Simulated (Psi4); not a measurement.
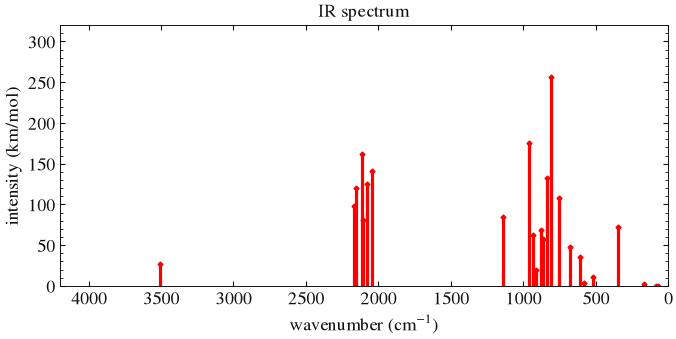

Unscaled harmonic wavenumbers and double-harmonic intensities, PBE/def2-SVP (dispersion D3(BJ)) with Psi4 1.11, at a geometry relaxed at this level, isolated molecule. Modes within 2 cm⁻¹ of each other count as one line, with their intensities summed.

Question: Which molecule gives this infrared spectrum?
A. AlGeNH₄O, SMILES [NH2][Ge@@H]1[O][AlH]1, singlet
B. GeSiNH₇, SMILES [SiH3][NH][GeH3], singlet
C. GeN₂H₄, SMILES [NH2][Ge][NH2], singlet

Answer: Option B. It has its most intense lines at 806.7, 958.9 and 2114.4 cm⁻¹.

Caveats: double-zeta basis.
